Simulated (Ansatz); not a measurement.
# FH5NOSbSi: two geometries relaxed

Are the two ends of the inversion of the pyramid at N1 separate minima, and which lies lower? Each is relaxed from a guess. SMILES of the start: N[SiH](F)[O][SbH2].

All numbers below are computed with Ansatz 0.2.0 (RKS PBE0/def2-SVP).

### 1 The system as given

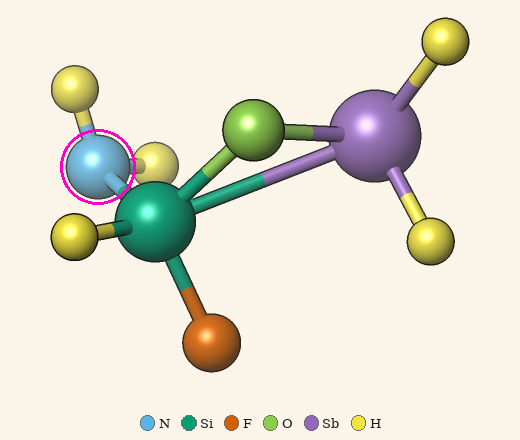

Start, viewed from a free direction; nitrogen blue, silicon teal, fluorine orange, oxygen green, antimony purple, hydrogen yellow. Ringed: N1.

As a file:

```xyz
10

N    -1.5506    0.8950    0.7072
Si   -0.9834   -0.5061   -0.1663
F    -0.9371   -0.1948   -1.8375
O     0.6427   -0.9332    0.4408
Sb    1.8640    0.4712   -0.2219
H    -0.9821    1.7584    0.4389
H    -1.4363    0.7669    1.7199
H    -1.8690   -1.6036    0.0551
H     2.1080   -0.3481   -1.6884
H     3.2269   -0.3568    0.5552
```

### 2 End point A

input.yaml

```yaml
crystal:
  periodic: [false, false, false]
  atoms:
    - { symbol: "N", position_ang: [-1.5506, 0.895, 0.7072] }
    - { symbol: Si, position_ang: [-0.9834, -0.5061, -0.1663] }
    - { symbol: F, position_ang: [-0.9371, -0.1948, -1.8375] }
    - { symbol: O, position_ang: [0.6427, -0.9332, 0.4408] }
    - { symbol: Sb, position_ang: [1.864, 0.4712, -0.2219] }
    - { symbol: H, position_ang: [-0.9821, 1.7584, 0.4389] }
    - { symbol: H, position_ang: [-1.4363, 0.7669, 1.7199] }
    - { symbol: H, position_ang: [-1.869, -1.6036, 0.0551] }
    - { symbol: H, position_ang: [2.108, -0.3481, -1.6884] }
    - { symbol: H, position_ang: [3.2269, -0.3568, 0.5552] }
basis:
  gaussian: { orbitals: def2-SVP }
hamiltonian:
  xc: pbe0
relax:
  f_tol: 0.015
  max_steps: 40
```

On the command line:

```console
$ ansatz run input.yaml --threads 2 --pin off --max-ram 3072MiB --backend cpu --events-out ev --progress --plain --runs-dir out
```

The log of the run, cut to the lines that bear on the results:

```text
Warning: RAYON_NUM_THREADS=2 ignored (pool sized by the plan → 2); use --threads N
[...]
Functional definition: PBE0
[...]
1243 factors; integrals over basis functions are off by at most 4.9e-4 eV
[...]
mean field -20735.95342497 eV, -762.0322330335 hartree, gradient 8.1e-6 eV, S^2 0.000000; 0 other end points of the search recorded, 0 dependent functions left out
[...]
reference -20735.95345360 eV, -762.0322340856 hartree; 33, 33 occupied and 78, 78 virtual orbitals, 1243 factors
relax step   1: F+E_penalty+E_count = -20735.95342497 eV  Δ(F+E_penalty+E_count) = +0.000e0 eV  max|allowed force component| = 3.460e0 eV/Å  Δτ_max = 0.0000 Å  (27 SCF iters, accepted)
[...]
relax step   6: F+E_penalty+E_count = -20736.75074687 eV  Δ(F+E_penalty+E_count) = -5.298e-3 eV  max|allowed force component| = 2.301e-1 eV/Å  Δτ_max = 0.0636 Å  (31 SCF iters, accepted)
[...]
relax step  11: F+E_penalty+E_count = -20736.76685229 eV  Δ(F+E_penalty+E_count) = -4.314e-3 eV  max|allowed force component| = 9.112e-2 eV/Å  Δτ_max = 0.0957 Å  (30 SCF iters, accepted)
[...]
relax step  16: F+E_penalty+E_count = -20736.78631432 eV  Δ(F+E_penalty+E_count) = -2.227e-3 eV  max|allowed force component| = 5.404e-1 eV/Å  Δτ_max = 0.1108 Å  (30 SCF iters, accepted)
[...]
relax step  19: F+E_penalty+E_count = -20736.80510147 eV  Δ(F+E_penalty+E_count) = +4.889e-3 eV  max|allowed force component| = 4.033e-1 eV/Å  Δτ_max = 0.1550 Å  (30 SCF iters, rejected (line search))
relax step  20: F+E_penalty+E_count = -20736.81450943 eV  Δ(F+E_penalty+E_count) = -4.519e-3 eV  max|allowed force component| = 4.687e-2 eV/Å  Δτ_max = 0.0774 Å  (30 SCF iters, accepted)
```

### 3 The log goes on: end point A relaxed

The log, continued, cut to the lines that bear on the results:

```text
relax step  21: F+E_penalty+E_count = -20736.81679241 eV  Δ(F+E_penalty+E_count) = -2.283e-3 eV  max|allowed force component| = 5.875e-2 eV/Å  Δτ_max = 0.0976 Å  (30 SCF iters, accepted)
[...]
relax step  23: F+E_penalty+E_count = -20736.81930807 eV  Δ(F+E_penalty+E_count) = -2.516e-3 eV  max|allowed force component| = 1.576e-2 eV/Å  Δτ_max = 0.0728 Å  (30 SCF iters, accepted)
[...]
relax step  25: F+E_penalty+E_count = -20736.82062137 eV  Δ(F+E_penalty+E_count) = -1.006e-4 eV  max|allowed force component| = 9.860e-2 eV/Å  Δτ_max = 0.0970 Å  (30 SCF iters, accepted)
[...]
relax step  27: F+E_penalty+E_count = -20736.82131760 eV  Δ(F+E_penalty+E_count) = -2.448e-4 eV  max|allowed force component| = 5.963e-2 eV/Å  Δτ_max = 0.0153 Å  (32 SCF iters, accepted)
[...]
Atom 0 at    -1.001792     0.872102     0.801254 Å, force    -0.006544    -0.001434    -0.008422 eV/Å
Atom 1 at    -1.043377    -0.445139    -0.308728 Å, force     0.001504     0.006848     0.003449 eV/Å
Atom 2 at    -1.754654     0.192342    -1.622544 Å, force    -0.000141    -0.000645     0.001748 eV/Å
Atom 3 at     0.486745    -0.934636    -0.611530 Å, force     0.006585    -0.005434     0.002962 eV/Å
Atom 4 at     2.044089     0.344962    -0.686971 Å, force    -0.001110     0.012157    -0.009825 eV/Å
Atom 5 at    -1.710521     1.595269     0.737309 Å, force     0.004139     0.001591     0.003736 eV/Å
Atom 6 at    -0.714544     0.729553     1.763385 Å, force    -0.000701    -0.002480     0.000968 eV/Å
Atom 7 at    -1.830806    -1.643217     0.066122 Å, force     0.000610    -0.001053     0.000257 eV/Å
Atom 8 at     3.128107    -0.924149    -1.107727 Å, force     0.001596    -0.008041    -0.004191 eV/Å
Atom 9 at     2.479850     0.161812     0.972431 Å, force    -0.005937    -0.001510     0.009317 eV/Å
Dipole moment:     0.188442     0.358932     0.447292 e Å
```

Run time: 1.7 min. Hardware: 2 threads of Arm Neoverse V2, shared host; peak memory 0.27 GiB.

Step by step, one in 2:

```tsv
step	energy from step 1 (eV)	largest force component (eV/Å)
1	0.0000	3.4604
3	-0.6859	0.3731
5	-0.7920	0.2119
7	-0.8002	0.1281
9	-0.8091	0.1184
11	-0.8134	0.0911
13x	-0.8040	0.7588
15	-0.8307	0.2802
17	-0.8513	0.0912
19x	-0.8517	0.4033
21	-0.8634	0.0587
23	-0.8659	0.0158
25	-0.8672	0.0986
27	-0.8679	0.0596
29	-0.8680	0.0281
30	-0.8683	0.0122
```

Step 1 is the start. 5 steps were tried and not accepted (marked x).

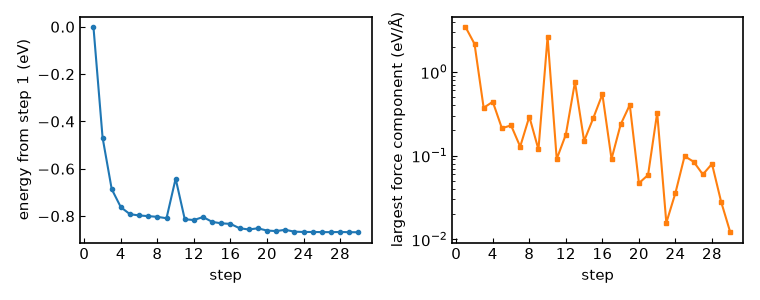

How energy and force went from step to step.

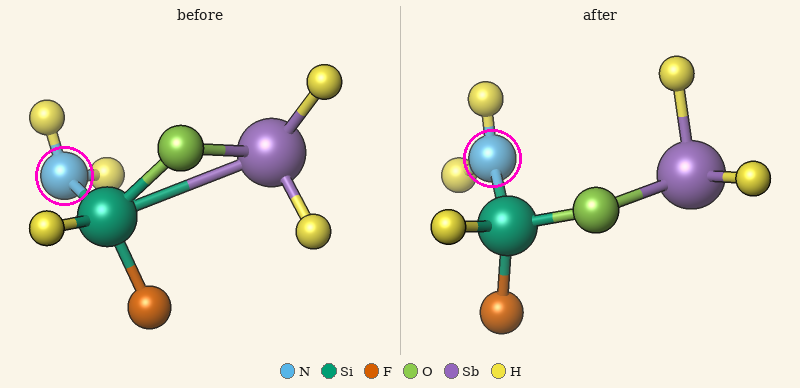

The structure before (left) and after (right), drawn at the same scale.

After: Bond lengths: N1–Si2 1.723 Å, Si2–F3 1.624 Å, Si2–O4 1.635 Å, O4–Sb5 2.017 Å, N1–H6 1.015 Å, N1–H7 1.014 Å, Si2–H8 1.482 Å, Sb5–H9 1.721 Å, Sb5–H10 1.725 Å. Angles: N1–Si2–F3 103.4°, N1–Si2–O4 109.0°, N1–Si2–H8 117.9°, F3–Si2–O4 112.2°, F3–Si2–H8 106.8°, O4–Si2–H8 107.6°, Si2–N1–H6 119.2°, Si2–N1–H7 120.7°, H6–N1–H7 111.0°, Si2–O4–Sb5 122.7°, O4–Sb5–H9 91.6°, O4–Sb5–H10 95.3°, H9–Sb5–H10 89.9°.

### 4 End point B

The second end starts from a geometry with the move made by hand.

Changes to input.yaml since step 2:

```diff
@@ -8,4 +8,4 @@
     - { symbol: Sb, position_ang: [1.864, 0.4712, -0.2219] }
-    - { symbol: H, position_ang: [-0.9821, 1.7584, 0.4389] }
-    - { symbol: H, position_ang: [-1.4363, 0.7669, 1.7199] }
+    - { symbol: H, position_ang: [-1.97877, 1.60642, 0.0355] }
+    - { symbol: H, position_ang: [-2.28656, 0.63725, 1.37576] }
     - { symbol: H, position_ang: [-1.869, -1.6036, 0.0551] }
```

On the command line:

```console
$ ansatz run input.yaml --threads 2 --pin off --max-ram 3072MiB --backend cpu --events-out ev --progress --plain --runs-dir out
```

The log of the run, cut to the lines that bear on the results:

```text
Warning: RAYON_NUM_THREADS=2 ignored (pool sized by the plan → 2); use --threads N
[...]
[... 1 set-up line as earlier in the session ...]
[...]
1239 factors; integrals over basis functions are off by at most 4.5e-4 eV
[...]
mean field -20735.94037680 eV, -762.0317535221 hartree, gradient 1.4e-5 eV, S^2 0.000000; 0 other end points of the search recorded, 0 dependent functions left out
[...]
reference -20735.94040624 eV, -762.0317546039 hartree; 33, 33 occupied and 78, 78 virtual orbitals, 1239 factors
relax step   1: F+E_penalty+E_count = -20735.94037680 eV  Δ(F+E_penalty+E_count) = +0.000e0 eV  max|allowed force component| = 3.856e0 eV/Å  Δτ_max = 0.0000 Å  (27 SCF iters, accepted)
[...]
relax step   5: F+E_penalty+E_count = -20736.73694670 eV  Δ(F+E_penalty+E_count) = -3.716e-2 eV  max|allowed force component| = 7.534e-1 eV/Å  Δτ_max = 0.2000 Å  (29 SCF iters, accepted)
[...]
relax step   9: F+E_penalty+E_count = -20736.76918832 eV  Δ(F+E_penalty+E_count) = +1.332e-2 eV  max|allowed force component| = 8.844e-1 eV/Å  Δτ_max = 0.1952 Å  (29 SCF iters, rejected (line search))
[...]
relax step  13: F+E_penalty+E_count = -20736.79532369 eV  Δ(F+E_penalty+E_count) = -5.294e-3 eV  max|allowed force component| = 6.850e-2 eV/Å  Δτ_max = 0.0626 Å  (30 SCF iters, accepted)
[...]
relax step  16: F+E_penalty+E_count = -20736.80124949 eV  Δ(F+E_penalty+E_count) = -1.214e-3 eV  max|allowed force component| = 1.558e-1 eV/Å  Δτ_max = 0.0521 Å  (30 SCF iters, accepted)
[...]
relax step  17: F+E_penalty+E_count = -20736.80289985 eV  Δ(F+E_penalty+E_count) = -1.650e-3 eV  max|allowed force component| = 2.008e-1 eV/Å  Δτ_max = 0.1345 Å  (30 SCF iters, accepted)
[...]
1239 factors; integrals over basis functions are off by at most 5.5e-4 eV
mean field -20736.80548474 eV, -762.0635456524 hartree, gradient 9.8e-6 eV, S^2 0.000000; 0 other end points of the search recorded, 0 dependent functions left out
[...]
reference -20736.80551488 eV, -762.0635467603 hartree; 33, 33 occupied and 78, 78 virtual orbitals, 1239 factors
```

### 5 More of the same log: end point B relaxed

Output, continued, cut to the lines that bear on the results:

```text
relax step  18: F+E_penalty+E_count = -20736.80548474 eV  Δ(F+E_penalty+E_count) = -2.585e-3 eV  max|allowed force component| = 2.411e-1 eV/Å  Δτ_max = 0.0781 Å  (30 SCF iters, accepted)
[...]
relax step  21: F+E_penalty+E_count = -20736.81393412 eV  Δ(F+E_penalty+E_count) = -4.053e-3 eV  max|allowed force component| = 2.725e-2 eV/Å  Δτ_max = 0.1000 Å  (30 SCF iters, accepted)
[...]
relax step  24: F+E_penalty+E_count = -20736.81990474 eV  Δ(F+E_penalty+E_count) = -3.171e-3 eV  max|allowed force component| = 8.701e-2 eV/Å  Δτ_max = 0.0227 Å  (31 SCF iters, accepted)
[...]
relax step  27: F+E_penalty+E_count = -20736.82134189 eV  Δ(F+E_penalty+E_count) = -9.564e-5 eV  max|allowed force component| = 5.138e-2 eV/Å  Δτ_max = 0.0472 Å  (30 SCF iters, accepted)
[...]
Atom 0 at    -1.296028     0.793830     0.620978 Å, force    -0.007160     0.001815     0.001623 eV/Å
Atom 1 at    -1.168229    -0.571669    -0.422372 Å, force     0.012603     0.000330     0.000308 eV/Å
Atom 2 at    -1.842197    -0.052681    -1.806027 Å, force    -0.005906     0.001057     0.000695 eV/Å
Atom 3 at     0.410898    -0.951267    -0.612305 Å, force    -0.005994     0.007306     0.006141 eV/Å
Atom 4 at     1.862156     0.449790    -0.658379 Å, force    -0.002599    -0.007081    -0.005341 eV/Å
Atom 5 at    -2.048935     1.458572     0.476785 Å, force     0.005051    -0.002765     0.000013 eV/Å
Atom 6 at    -1.065078     0.716474     1.605662 Å, force     0.001236    -0.003274    -0.007300 eV/Å
Atom 7 at    -1.883743    -1.809798    -0.033222 Å, force     0.002444     0.001462    -0.001084 eV/Å
Atom 8 at     3.067529    -0.745234    -0.947994 Å, force     0.000605     0.001346     0.000257 eV/Å
Atom 9 at     2.199797     0.379253     1.032334 Å, force    -0.000280    -0.000196     0.004687 eV/Å
Dipole moment:     0.128885     0.394896     0.439683 e Å
```

It took 1.7 min on 2 threads of Arm Neoverse V2, shared host; peak memory 0.27 GiB.

Step by step, one in 2:

```tsv
step	energy from step 1 (eV)	largest force component (eV/Å)
1	0.0000	3.8561
3	-0.7185	0.5242
5	-0.7966	0.7534
7	-0.8328	0.1927
9x	-0.8288	0.8844
11	-0.8497	0.2497
13	-0.8549	0.0685
15	-0.8597	0.1416
17	-0.8625	0.2008
19x	-0.8619	0.5212
21	-0.8736	0.0273
23	-0.8764	0.2750
25	-0.8802	0.0729
27	-0.8810	0.0514
29	-0.8813	0.0175
30	-0.8814	0.0126
```

Step 1 is the start. 3 steps were tried and not accepted (marked x).

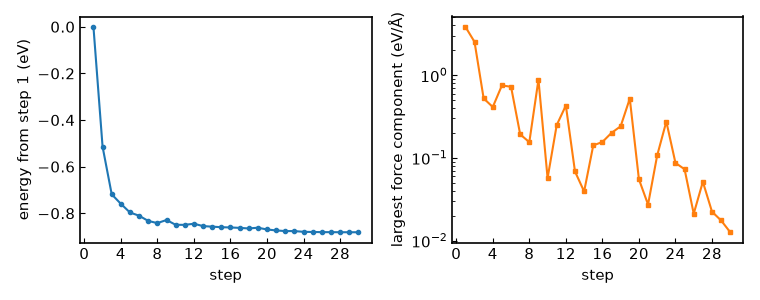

How energy and force went from step to step.

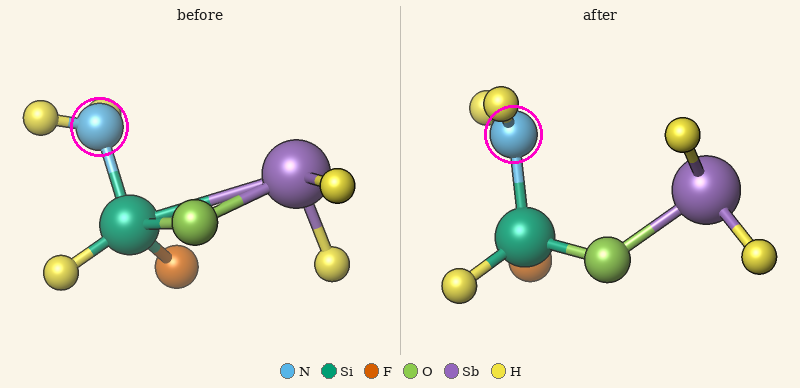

The structure before (left) and after (right), drawn at the same scale.

After: Bond lengths: N1–Si2 1.723 Å, Si2–F3 1.624 Å, Si2–O4 1.635 Å, O4–Sb5 2.018 Å, N1–H6 1.015 Å, N1–H7 1.014 Å, Si2–H8 1.482 Å, Sb5–H9 1.722 Å, Sb5–H10 1.726 Å. Angles: N1–Si2–F3 103.4°, N1–Si2–O4 109.0°, N1–Si2–H8 117.9°, F3–Si2–O4 112.1°, F3–Si2–H8 106.9°, O4–Si2–H8 107.6°, Si2–N1–H6 119.2°, Si2–N1–H7 120.7°, H6–N1–H7 110.9°, Si2–O4–Sb5 122.4°, O4–Sb5–H9 91.5°, O4–Sb5–H10 95.2°, H9–Sb5–H10 90.0°.

### 6 Summary of results

| quantity | value |
| --- | --- |
| end A | 24 moves, 0.868 eV lower |
| end B | 26 moves, 0.881 eV lower |
| largest difference between the ends | 0.01 Å |
| end B relative to end A | -0.000 eV |

What this shows: Both starts fell into the same minimum (no atom differs by more than 0.01 Å), so from this start no second minimum was found and no band was run; another arrangement could still be one.
